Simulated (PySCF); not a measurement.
# BFH$_{2}$, SMILES `FB`: electronic structure

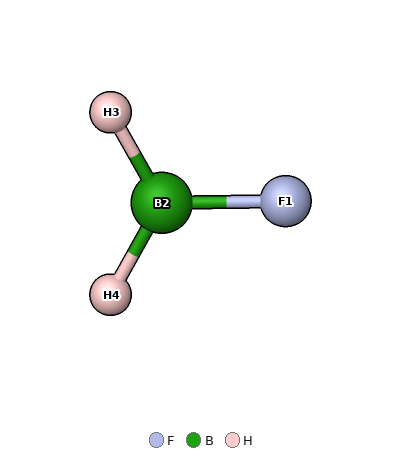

The molecule, with its atoms numbered as below. No frequency check shows the geometry to be a minimum.

Coordinates in Å:

```
F1      -0.6384    0.0000    0.0000
B2       0.6668    0.0000    0.0000
H3       1.2056   -1.0405    0.0000
H4       1.2056    1.0405    0.0000
```

Part 1: Bonding charge

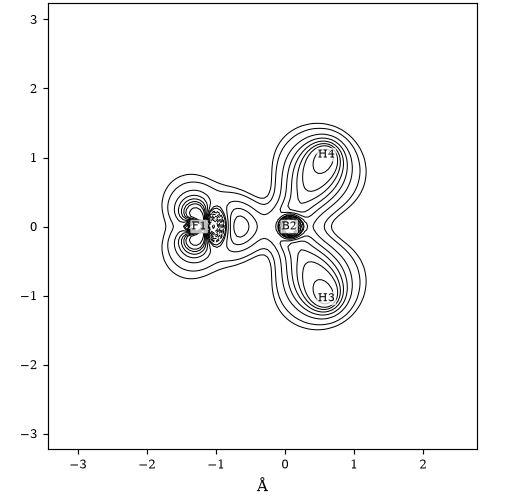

Deformation density (molecule less spherical, spin-averaged free atoms) in the molecular plane; contours at ±0.05 to ±0.8 e/Å³; solid lines: gain, dashed lines: loss.

Computed with PySCF, PBE0/def2-TZVP, geometry: GFN2-xTB.

Question: How much density has each bond in this plane gained at its critical point, relative to the free atoms?

Answer: B2–H3 and B2–H4: +0.56 e/Å³ at the bond critical point (bond length 1.17 Å, Mayer order 1.0). F1–B2: +0.29 e/Å³ at the bond critical point (bond length 1.30 Å, Mayer order 1.3). In all, 1.0 electrons gather in the regions of gain relative to the promolecule.

Question: Where do the Hirshfeld charges lie?

Answer: The highest Hirshfeld charge is on B2 (+0.23 e), the lowest on F1 (−0.12 e).

```json
{"atom": "F1", "charge (e)": "−0.12"}
{"atom": "B2", "charge (e)": "+0.23"}
{"atom": "H3", "charge (e)": "−0.05"}
{"atom": "H4", "charge (e)": "−0.05"}
```

Part 2: Bond critical points

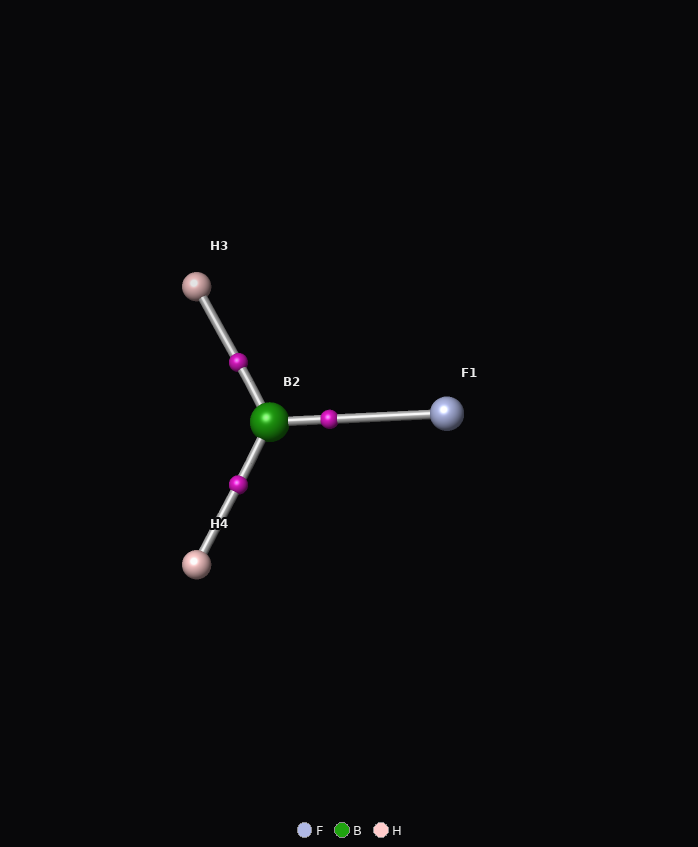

Molecular graph of the electron density (QTAIM): bond paths, bond critical points (magenta), ring points (cyan, if any); weak paths are dashed.

Question: How many critical points of each kind are there, and does the count close?

Answer: 4 nuclei, 3 bond, 0 ring and 0 cage critical points: 4 − 3 + 0 − 0 = 1, as the Poincaré–Hopf relation requires.

Question: Tabulate density, Laplacian, ellipticity and energy density at the bond critical points (atomic units).

Answer:
| bond | length (Å) | ρ (a.u.) | ∇²ρ (a.u.) | ε | H (a.u.) |
| --- | --- | --- | --- | --- | --- |
| F1–B2 | 1.305 | 0.211 | +1.44 | 0.19 | −0.139 |
| B2–H3 (2 alike) | 1.172 | 0.198 | −0.42 | 0.13 | −0.234 |

Question: What kind of interaction is B2–H3?

Answer: Shared-shell (covalent): ρ = 0.198, ∇²ρ = −0.42, H = −0.234 a.u.

Part 3: Electrostatic potential

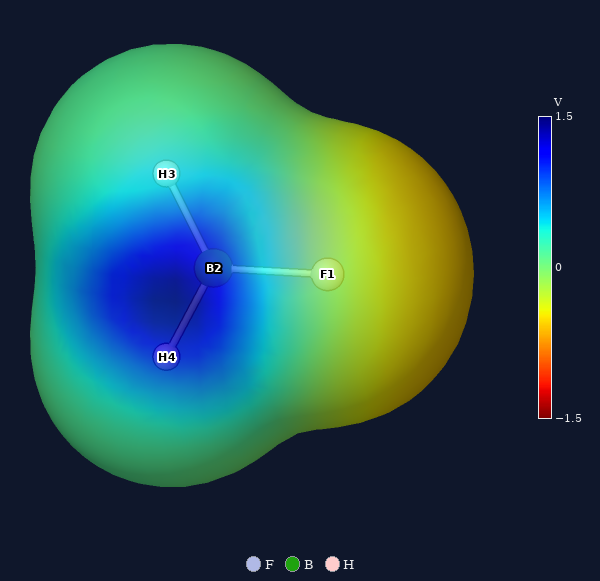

Electrostatic potential on the surface of electron density 0.001 a.u.

Question: Where are the extremes of the potential on the surface?

Answer: Highest: 1.47 V, off the molecular plane, over B2 (1.7 Å), and at like points elsewhere. Lowest: −0.60 V, 1.6 Å from F1, and at like points elsewhere. Further minima include 0.07 V, 1.5 Å from H3, and at like points elsewhere. The surface is sampled at points, so like sites can differ by a few per cent and only the strongest of them is named.

Question: What volume does the surface enclose, and what is the dipole moment?

Answer: About 47 Å³; the dipole moment is 0.7 D.

Part 4: In an electric field

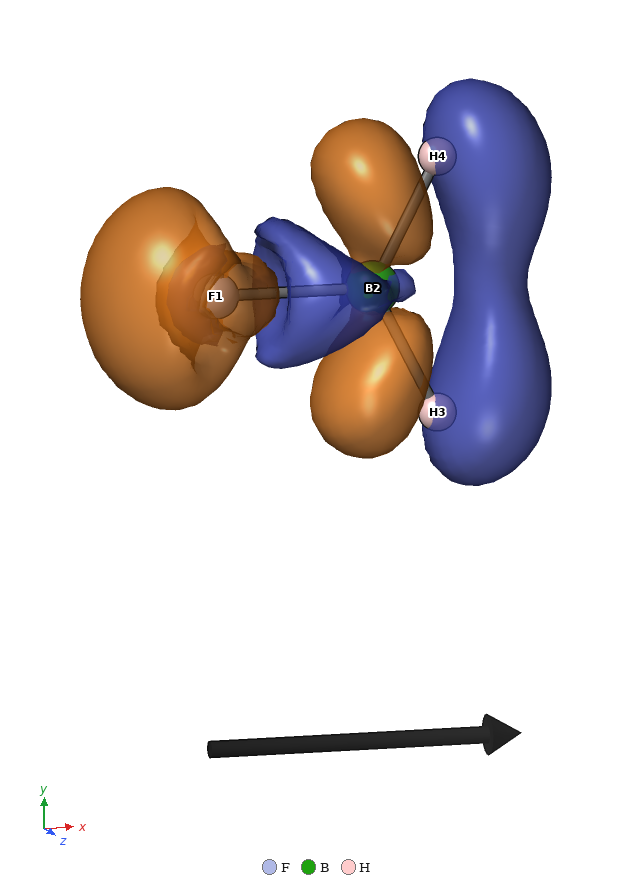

Change of the electron density in a uniform field of 0.21 V/Å along +x (arrow), surfaces at ±0.0015 e/Å³ (orange: gain, blue: loss).

PySCF calculation, PBE0/def2-TZVP, gas phase; geometry: GFN2-xTB. A basis without diffuse functions makes polarisabilities too small.

Question: How large is the response?

Answer: The induced dipole is 0.17 D (along the field); α along this axis, from the fields in both directions, is 16 bohr³ (2.4 Å³).

Question: Which atoms gain and lose the most charge?

Answer: Electrons gather most on F1 (Hirshfeld charge changes by −0.009 e) and leave H3 and H4 alike most (+0.004 e); 0.019 electrons are displaced in all.

Part 5: Removing or adding an electron

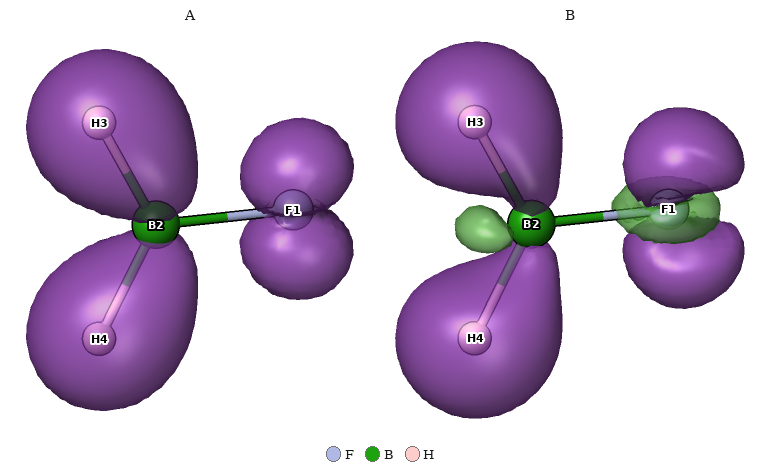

The Fukui function f⁻ from two separate SCF calculations and the density of the HOMO, at ±0.05 e/Å³ (purple positive, green negative).

Level of theory: PBE0/def2-TZVP (PySCF), at a geometry from GFN2-xTB.

Question: Which panel is which, and how good is the frozen-orbital picture?

Answer: B is f⁻ (it has negative regions), A the HOMO density. The HOMO lies on B2 (31 %), F1 (24 %) and H3 and H4 (22 % each); f⁻ (Hirshfeld-condensed) is largest on B2 (0.29), F1 (0.24) and H3 and H4 (0.23 each); the vertical ionisation energy is 12.46 eV. Relaxation shifts 3 % of the electron between atoms. The orbital energy is −9.35 eV.

The PySCF runs shown took 2.6 s, 4.8 s and 21 s on 1 thread of Arm Neoverse V2, with other jobs on the host.
